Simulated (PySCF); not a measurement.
# Saddle-point search, with input and output: SiNH5 (part 3 of 4)

SiNH5 (Si(NH2)H3), SMILES [H][Si]([H])([H])N; mPW1PW91/6-31+G*, RKS, dispersion D4, sfX2C (PySCF 2.14.0). 

Geometry of the input (Å):
```
Si 0.1117  0.2272  -0.6937
N  0.0907  0.1787  1.0286
H  0.8436  -0.2163  1.5685
H  -0.6757  0.5433  1.5706
H  1.5001  0.2149  -1.1462
H  -0.6355  1.3942  -1.1568
H  -0.5614  -0.9948  -1.1642
```

Output, continued
```
----------------------------------------------
cycle 18: E = -347.813388646  dE = 2.06693e-05  norm(grad) = 0.00156187
Step   17 : Displace = 1.085e-02/2.042e-02 (rms/max) Trust = 1.078e-02 (-) Grad = 5.907e-04/1.330e-03 (rms/max) E (change) = -347.8133886459 (+2.067e-05) Quality = 0.980
Hessian Eigenvalues:  -3.365e-04 -1.240e-04  9.086e-05  1.718e-04  3.748e-04  4.005e-04  6.019e-04
 8.526e-04  5.297e-02  5.613e-02  8.585e-02  1.233e-01    .....    3.121e-01  4.886e-01  4.946e-01

Geometry optimization cycle 19
Cartesian coordinates (Angstrom)
 Atom        New coordinates             dX        dY        dZ
  Si   0.040395   0.193563  -0.639322   -0.012500 -0.005405 -0.001736
   N   0.173222   0.276862   1.079357   -0.039734 -0.045560  0.003887
   H   0.883314  -0.217933   1.595070   -0.035832 -0.048218 -0.003786
   H  -0.314399   0.953999   1.644256   -0.001243 -0.013959  0.001676
   H   1.327433  -0.320294  -1.175985   -0.028497 -0.067296  0.014800
   H  -0.244127   1.547566  -1.185336    0.070529  0.019263  0.007925
   H  -1.042351  -0.708833  -1.123374   -0.055406  0.059314 -0.031958
converged SCF energy = -347.813319065476
--------------- sfX2C1eRKS_Scanner gradients ---------------
         x                y                z
0 Si     0.0003116477     0.0000847932     0.0001408670
1 N    -0.0009061122    -0.0006679941     0.0001963988
2 H     0.0002355383     0.0002593909    -0.0002207561
3 H     0.0003732302     0.0003157662    -0.0000475385
4 H     0.0000172687     0.0000121719    -0.0000470099
5 H    -0.0000352478     0.0000081837     0.0000193961
6 H     0.0000020281    -0.0000188496    -0.0000387280
----------------------------------------------
cycle 19: E = -347.813319065  dE = 6.95805e-05  norm(grad) = 0.00135976
Step   18 : Displace = 1.545e-02/2.946e-02 (rms/max) Trust = 1.525e-02 (+) Grad = 5.136e-04/1.141e-03 (rms/max) E (change) = -347.8133190655 (+6.958e-05) Quality = 0.985
Hessian Eigenvalues:  -4.127e-04 -1.387e-04  1.060e-04  1.718e-04  3.951e-04  4.330e-04  6.017e-04
 8.528e-04  5.297e-02  5.613e-02  8.585e-02  1.233e-01    .....    3.121e-01  4.886e-01  4.946e-01

Geometry optimization cycle 20
Cartesian coordinates (Angstrom)
 Atom        New coordinates             dX        dY        dZ
  Si   0.031251   0.189338  -0.639645   -0.009144 -0.004225 -0.000322
   N   0.142428   0.242419   1.082450   -0.030794 -0.034443  0.003093
   H   0.874678  -0.230225   1.587958   -0.008636 -0.012292 -0.007113
   H  -0.343060   0.918472   1.650736   -0.028661 -0.035526  0.006481
   H   1.309506  -0.361688  -1.159716   -0.017927 -0.041395  0.016270
   H  -0.199614   1.555425  -1.182295    0.044513  0.007859  0.003040
   H  -1.074953  -0.670952  -1.145451   -0.032602  0.037881 -0.022077
converged SCF energy = -347.813289767646
--------------- sfX2C1eRKS_Scanner gradients ---------------
         x                y                z
0 Si     0.0003444039     0.0000175456     0.0002263489
1 N    -0.0008341744    -0.0004950847     0.0001860939
2 H     0.0001488546     0.0001867296    -0.0002978983
3 H     0.0003770292     0.0002990314    -0.0000517604
4 H     0.0000272087     0.0000180198    -0.0000511977
5 H    -0.0000751984    -0.0000088510     0.0000564305
6 H     0.0000094515    -0.0000231121    -0.0000669356
----------------------------------------------
cycle 20: E = -347.813289768  dE = 2.92978e-05  norm(grad) = 0.00124236
Step   19 : Displace = 2.278e-02/4.354e-02 (rms/max) Trust = 2.156e-02 (+) Grad = 4.692e-04/9.859e-04 (rms/max) E (change) = -347.8132897676 (+2.930e-05) Quality = 0.902
Hessian Eigenvalues:  -4.773e-04 -2.722e-04  1.080e-04  1.716e-04  3.937e-04  4.526e-04  6.017e-04
 8.532e-04  5.297e-02  5.613e-02  8.585e-02  1.233e-01    .....    3.120e-01  4.886e-01  4.946e-01

Geometry optimization cycle 21
Cartesian coordinates (Angstrom)
 Atom        New coordinates             dX        dY        dZ
  Si   0.026677   0.189857  -0.641614   -0.004574  0.000519 -0.001970
   N   0.134527   0.225173   1.081633   -0.007901 -0.017246 -0.000818
   H   0.877527  -0.228242   1.589282    0.002849  0.001983  0.001324
   H  -0.389079   0.864248   1.659180   -0.046019 -0.054225  0.008443
   H   1.294395  -0.394429  -1.149459   -0.015111 -0.032741  0.010257
   H  -0.161498   1.561282  -1.188492    0.038116  0.005857 -0.006197
   H  -1.101620  -0.636604  -1.154669   -0.026668  0.034348 -0.009218
converged SCF energy = -347.813335163235
--------------- sfX2C1eRKS_Scanner gradients ---------------
         x                y                z
0 Si    -0.0001564127     0.0003312410    -0.0003201052
1 N    -0.0002671869    -0.0008942409    -0.0000258832
2 H     0.0000531927     0.0002469066     0.0003840884
3 H     0.0003795618     0.0003509381    -0.0000033370
4 H     0.0000281039     0.0000271813     0.0000811698
5 H    -0.0000836591    -0.0000227721    -0.0000213975
6 H     0.0000460615    -0.0000422506    -0.0000948373
----------------------------------------------
cycle 21: E = -347.813335163  dE = -4.53956e-05  norm(grad) = 0.00127119
Step   20 : Displace = 3.012e-02/5.397e-02 (rms/max) Trust = 3.000e-02 (+) Grad = 4.807e-04/9.338e-04 (rms/max) E (change) = -347.8133351632 (-4.540e-05) Quality = 0.841
Hessian Eigenvalues:  -1.122e-03  1.068e-04  1.714e-04  3.111e-04  3.969e-04  5.996e-04  7.033e-04
 8.550e-04  5.297e-02  5.613e-02  8.586e-02  1.233e-01    .....    3.122e-01  4.886e-01  4.947e-01

Geometry optimization cycle 22
Cartesian coordinates (Angstrom)
 Atom        New coordinates             dX        dY        dZ
  Si   0.029145   0.197171  -0.639345    0.002468  0.007314  0.002269
   N   0.162517   0.257317   1.079628    0.027990  0.032144 -0.002005
   H   0.913256  -0.190510   1.580157    0.035729  0.037732 -0.009125
   H  -0.418054   0.826049   1.675516   -0.028975 -0.038199  0.016336
   H   1.290452  -0.402357  -1.143813   -0.003943 -0.007928  0.005646
   H  -0.155989   1.557991  -1.213466    0.005509 -0.003291 -0.024974
   H  -1.110085  -0.630796  -1.126756   -0.008465  0.005809  0.027913
converged SCF energy = -347.813425286966
--------------- sfX2C1eRKS_Scanner gradients ---------------
         x                y                z
0 Si     0.0001373630     0.0001913720     0.0000148983
1 N    -0.0004250047    -0.0005978603     0.0001358353
2 H     0.0001488685     0.0001228727    -0.0001076195
3 H     0.0002283416     0.0003287823    -0.0000465563
4 H    -0.0000228664     0.0000019319     0.0000996865
5 H    -0.0000854811    -0.0000044612    -0.0000014288
6 H     0.0000213584    -0.0000480841    -0.0000927369
----------------------------------------------
cycle 22: E = -347.813425287  dE = -9.01237e-05  norm(grad) = 0.000923385
Step   21 : Displace = 3.237e-02/6.366e-02 (rms/max) Trust = 3.000e-02 (=) Grad = 3.490e-04/7.455e-04 (rms/max) E (change) = -347.8134252870 (-9.012e-05) Quality = 0.961
Hessian Eigenvalues:  -1.150e-03  1.086e-04  1.714e-04  2.862e-04  3.959e-04  5.979e-04  6.525e-04
 8.554e-04  5.296e-02  5.613e-02  8.586e-02  1.233e-01    .....    3.122e-01  4.886e-01  4.947e-01

Geometry optimization cycle 23
Cartesian coordinates (Angstrom)
 Atom        New coordinates             dX        dY        dZ
  Si   0.025149   0.197852  -0.639108   -0.003996  0.000681  0.000237
   N   0.153122   0.246376   1.080504   -0.009395 -0.010941  0.000876
   H   0.927882  -0.167075   1.573736    0.014626  0.023435 -0.006422
   H  -0.455463   0.775736   1.684672   -0.037409 -0.050313  0.009156
   H   1.277772  -0.426416  -1.134546   -0.012680 -0.024059  0.009267
   H  -0.126513   1.559328  -1.222845    0.029475  0.001336 -0.009378
   H  -1.131219  -0.605087  -1.127001   -0.021135  0.025708 -0.000245
converged SCF energy = -347.813450045508
--------------- sfX2C1eRKS_Scanner gradients ---------------
         x                y                z
0 Si     0.0001131535     0.0000604502     0.0001344773
1 N    -0.0002645424    -0.0003058072     0.0001195995
2 H     0.0000350891     0.0000474243    -0.0002127689
3 H     0.0001821267     0.0002342006    -0.0000024204
4 H    -0.0000144284     0.0000102093     0.0000836470
5 H    -0.0000789402    -0.0000057178     0.0000099233
6 H     0.0000299146    -0.0000461242    -0.0001326789
----------------------------------------------
cycle 23: E = -347.813450046  dE = -2.47585e-05  norm(grad) = 0.000619211
Step   22 : Displace = 3.122e-02/5.353e-02 (rms/max) Trust = 3.000e-02 (=) Grad = 2.340e-04/4.211e-04 (rms/max) E (change) = -347.8134500455 (-2.476e-05) Quality = 0.940
Hessian Eigenvalues:  -1.148e-03  1.086e-04  1.714e-04  3.895e-04  4.066e-04  5.983e-04  6.545e-04
 8.554e-04  5.296e-02  5.613e-02  8.587e-02  1.233e-01    .....    3.123e-01  4.886e-01  4.947e-01

Geometry optimization cycle 24
Cartesian coordinates (Angstrom)
 Atom        New coordinates             dX        dY        dZ
  Si   0.023561   0.200096  -0.640587   -0.001587  0.002245 -0.001478
   N   0.147107   0.237486   1.079669   -0.006015 -0.008891 -0.000835
   H   0.936452  -0.148024   1.572473    0.008571  0.019052 -0.001263
   H  -0.495200   0.718434   1.689505   -0.039737 -0.057302  0.004833
   H   1.265807  -0.448231  -1.130620   -0.011965 -0.021815  0.003926
   H  -0.094713   1.561903  -1.232400    0.031800  0.002575 -0.009556
   H  -1.151285  -0.576733  -1.125447   -0.020066  0.028355  0.001553
converged SCF energy = -347.813482301379
--------------- sfX2C1eRKS_Scanner gradients ---------------
         x                y                z
0 Si    -0.0000780897     0.0000536963    -0.0000090385
1 N     0.0000241593    -0.0001897791     0.0000020862
2 H    -0.0000277942    -0.0000162405    -0.0000025769
3 H     0.0000972343     0.0001461691     0.0000188487
4 H    -0.0000049523     0.0000422541     0.0000984229
5 H    -0.0000427952    -0.0000055126    -0.0000237622
6 H     0.0000343958    -0.0000345283    -0.0000857689
----------------------------------------------
cycle 24: E = -347.813482301  dE = -3.22559e-05  norm(grad) = 0.000318654
Step   23 : Displace = 3.150e-02/5.726e-02 (rms/max) Trust = 3.000e-02 (=) Grad = 1.202e-04/1.901e-04 (rms/max) E (change) = -347.8134823014 (-3.226e-05) Quality = 0.978
Hessian Eigenvalues:  -1.233e-03  1.090e-04  1.714e-04  3.959e-04  5.458e-04  5.990e-04  6.744e-04
 8.560e-04  5.296e-02  5.613e-02  8.587e-02  1.233e-01    .....    3.123e-01  4.886e-01  4.947e-01

Geometry optimization cycle 25
Cartesian coordinates (Angstrom)
 Atom        New coordinates             dX        dY        dZ
  Si   0.026119   0.206860  -0.640762    0.002558  0.006764 -0.000176
   N   0.158606   0.255208   1.077794    0.011499  0.017722 -0.001876
   H   0.954617  -0.121627   1.566353    0.018164  0.026397 -0.006120
   H  -0.522212   0.665897   1.696989   -0.027012 -0.052536  0.007484
   H   1.261042  -0.456160  -1.129228   -0.004765 -0.007929  0.001392
   H  -0.079686   1.562356  -1.249539    0.015028  0.000453 -0.017139
   H  -1.161140  -0.561552  -1.108770   -0.009855  0.015181  0.016678
converged SCF energy = -347.813499695181
--------------- sfX2C1eRKS_Scanner gradients ---------------
         x                y                z
0 Si     0.0001132196    -0.0000351577     0.0002208102
1 N    -0.0000752679    -0.0000012149    -0.0000325713
2 H     0.0000340448    -0.0000444414    -0.0002510374
3 H    -0.0000094286     0.0000393371     0.0000099382
4 H    -0.0000285495     0.0000254350     0.0001232895
5 H    -0.0000235646     0.0000181746    -0.0000400858
6 H    -0.0000080046    -0.0000065149    -0.0000330933
----------------------------------------------
cycle 25: E = -347.813499695  dE = -1.73938e-05  norm(grad) = 0.000397222
Step   24 : Displace = 2.990e-02/5.879e-02 (rms/max) Trust = 3.000e-02 (=) Grad = 1.502e-04/2.566e-04 (rms/max) E (change) = -347.8134996952 (-1.739e-05) Quality = 0.889
Hessian Eigenvalues:  -1.230e-03  1.087e-04  1.714e-04  3.956e-04  5.911e-04  6.061e-04  7.235e-04
 8.564e-04  5.296e-02  5.613e-02  8.588e-02  1.233e-01    .....    3.123e-01  4.886e-01  4.947e-01

Geometry optimization cycle 26
Cartesian coordinates (Angstrom)
 Atom        New coordinates             dX        dY        dZ
  Si   0.026700   0.207640  -0.644205    0.000581  0.000780 -0.003443
   N   0.150949   0.242748   1.075729   -0.007657 -0.012460 -0.002065
   H   0.939369  -0.142576   1.570078   -0.015247 -0.020949  0.003726
   H  -0.540462   0.638981   1.692678   -0.018250 -0.026916 -0.004311
   H   1.260342  -0.456397  -1.134895   -0.000699 -0.000237 -0.005667
   H  -0.069874   1.568666  -1.241748    0.009812  0.006310  0.007791
   H  -1.162718  -0.551207  -1.122078   -0.001578  0.010345 -0.013308
converged SCF energy = -347.81350202878
--------------- sfX2C1eRKS_Scanner gradients ---------------
         x                y                z
0 Si    -0.0000510383    -0.0000131211    -0.0000286955
1 N     0.0000271993    -0.0000527805    -0.0000334420
2 H     0.0000037981     0.0000178790     0.0000362270
3 H     0.0000017394     0.0000116621    -0.0000044743
4 H    -0.0000030907     0.0000217249     0.0000200306
5 H     0.0000194987     0.0000096931    -0.0000017868
6 H     0.0000032118     0.0000013853     0.0000089169
----------------------------------------------
cycle 26: E = -347.813502029  dE = -2.3336e-06  norm(grad) = 0.000107247
Step   25 : Displace = 5.022e-03/8.686e-03 (rms/max) Trust = 3.000e-02 (=) Grad = 4.040e-05/6.709e-05 (rms/max) E (change) = -347.8135020288 (-2.334e-06) Quality = 0.947
Hessian Eigenvalues:  -1.416e-03  1.201e-04  1.713e-04  3.968e-04  4.702e-04  6.001e-04  7.727e-04
 8.585e-04  5.297e-02  5.614e-02  8.593e-02  1.232e-01    .....    3.123e-01  4.886e-01  4.947e-01

Geometry optimization cycle 27
Cartesian coordinates (Angstrom)
 Atom        New coordinates             dX        dY        dZ
  Si   0.026085   0.207621  -0.643596   -0.000615 -0.000019  0.000609
   N   0.151826   0.243901   1.076230    0.000877  0.001152  0.000502
   H   0.943362  -0.136495   1.569399    0.003993  0.006081 -0.000680
   H  -0.539836   0.638448   1.693965    0.000626 -0.000533  0.001287
   H   1.257784  -0.459756  -1.134785   -0.002558 -0.003359  0.000111
   H  -0.068441   1.567688  -1.243730    0.001433 -0.000978 -0.001982
   H  -1.165617  -0.549341  -1.118698   -0.002898  0.001866  0.003380
converged SCF energy = -347.813501987306
--------------- sfX2C1eRKS_Scanner gradients ---------------
         x                y                z
0 Si    -0.0000136248     0.0000071645    -0.0000156888
1 N     0.0000179034    -0.0000051772     0.0000075864
2 H    -0.0000024247     0.0000011113     0.0000082067
3 H     0.0000001783    -0.0000014456     0.0000050880
4 H     0.0000008808    -0.0000035495     0.0000058804
5 H    -0.0000026382    -0.0000016314    -0.0000048994
6 H     0.0000011063    -0.0000003068    -0.0000094278
----------------------------------------------
cycle 27: E = -347.813501987  dE = 4.1474e-08  norm(grad) = 3.40917e-05
Step   26 : Displace = 2.753e-03/4.751e-03 (rms/max) Trust = 3.000e-02 (=) Grad = 1.270e-05/2.162e-05 (rms/max) E (change) = -347.8135019873 (+4.147e-08) Quality = 0.768
Hessian Eigenvalues:  -1.445e-03  1.197e-04  1.698e-04  3.968e-04  4.919e-04  5.996e-04  7.752e-04
 8.585e-04  5.299e-02  5.614e-02  8.594e-02  1.232e-01    .....    3.123e-01  4.886e-01  4.947e-01

Geometry optimization cycle 28
Cartesian coordinates (Angstrom)
 Atom        New coordinates             dX        dY        dZ
  Si   0.025900   0.207826  -0.643522   -0.000184  0.000205  0.000074
   N   0.152461   0.243766   1.076215    0.000635 -0.000135 -0.000015
   H   0.944107  -0.137041   1.568887    0.000744 -0.000546 -0.000512
   H  -0.538852   0.638293   1.694345    0.000984 -0.000155  0.000380
   H   1.257240  -0.459536  -1.135628   -0.000545  0.000219 -0.000843
   H  -0.068746   1.568067  -1.243235   -0.000305  0.000379  0.000495
   H  -1.166173  -0.548895  -1.118067   -0.000556  0.000446  0.000631
converged SCF energy = -347.813501994373
--------------- sfX2C1eRKS_Scanner gradients ---------------
         x                y                z
0 Si    -0.0000000505    -0.0000007190     0.0000030861
1 N     0.0000003023     0.0000009622    -0.0000006062
2 H    -0.0000000637    -0.0000008700    -0.0000020754
3 H     0.0000002704    -0.0000012419    -0.0000005042
4 H    -0.0000000034    -0.0000000281    -0.0000010962
5 H     0.0000006785    -0.0000006094    -0.0000008738
6 H     0.0000003075    -0.0000012808    -0.0000012435
----------------------------------------------
cycle 28: E = -347.813501994  dE = -7.06711e-09  norm(grad) = 4.94417e-06
```

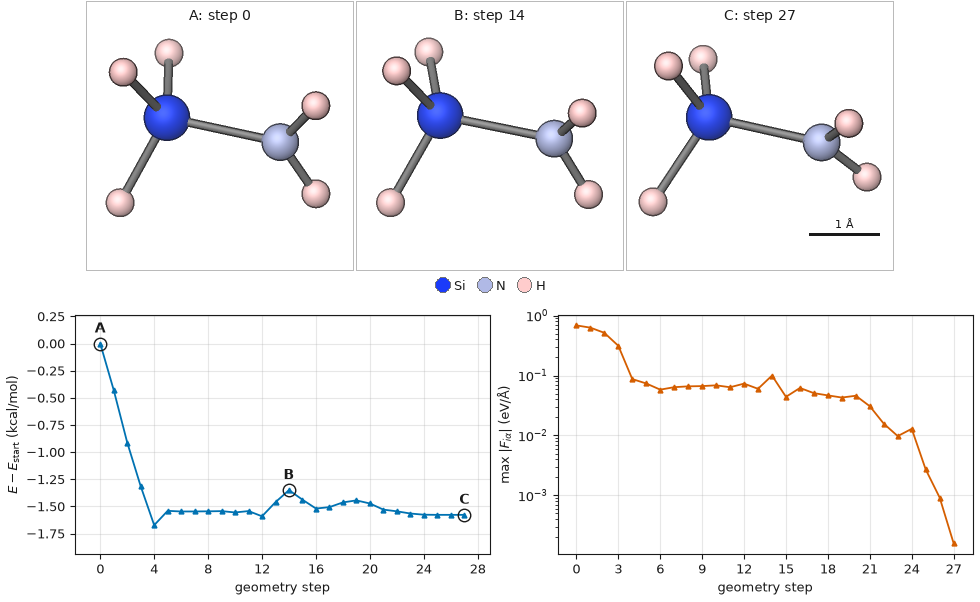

Figure 1. Frames of the saddle-point search (ball-and-stick view, seen at a tilt) above the curves, on which the letters mark them (steps are counted from 0).

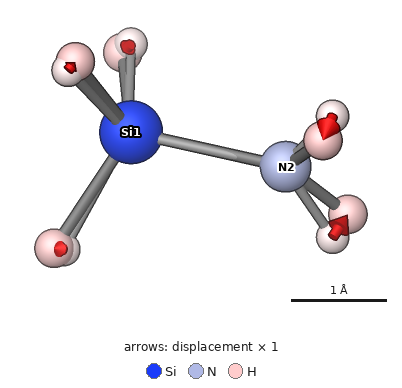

Figure 2. Start (faint) and end (solid) with the displacements as red arrows, at true length (ball-and-stick view, seen at a tilt). The two geometries are laid on each other by the best rigid fit. Over 27 geometry steps the energy falls by 1.58 kcal/mol. The largest force component goes from 0.68 to 0.00016 eV/Å. H3 moves most after the best rigid fit: 0.34 Å. Largest moves by element: H 0.34 Å, Si 0.05 Å, N 0.02 Å. Among the contacts that change: Si1–H6 1.461 → 1.490 Å, Si1–H5 1.460 → 1.484 Å, Si1–H7 1.472 → 1.490 Å. Among the angles that change: N2–Si1–H7 106.9° → 112.8°, H5–Si1–H6 113.3° → 109.3°, N2–Si1–H6 109.5° → 112.8°. (Atoms are counted from 1 in the order of the input.)

```
Step   27 : Displace = 1.164e-04/1.656e-04 (rms/max) Trust = 3.000e-02 (=) Grad = 1.759e-06/3.583e-06 (rms/max) E (change) = -347.8135019944 (-7.067e-09) Quality = 0.513
Hessian Eigenvalues:  -1.445e-03  1.197e-04  1.698e-04  3.968e-04  4.919e-04  5.996e-04  7.752e-04
 8.585e-04  5.299e-02  5.614e-02  8.594e-02  1.232e-01    .....    3.123e-01  4.886e-01  4.947e-01
Converged! =D

converged: True
Si          0.02590040        0.20782597       -0.64352174
N           0.15246111        0.24376604        1.07621539
H           0.94410666       -0.13704131        1.56888651
H          -0.53885238        0.63829299        1.69434489
H           1.25723958       -0.45953633       -1.13562784
H          -0.06874612        1.56806658       -1.24323466
H          -1.16617253       -0.54889496       -1.11806699
converged SCF energy = -347.813501994373
E(MPW1PW91) = -347.813501994
```
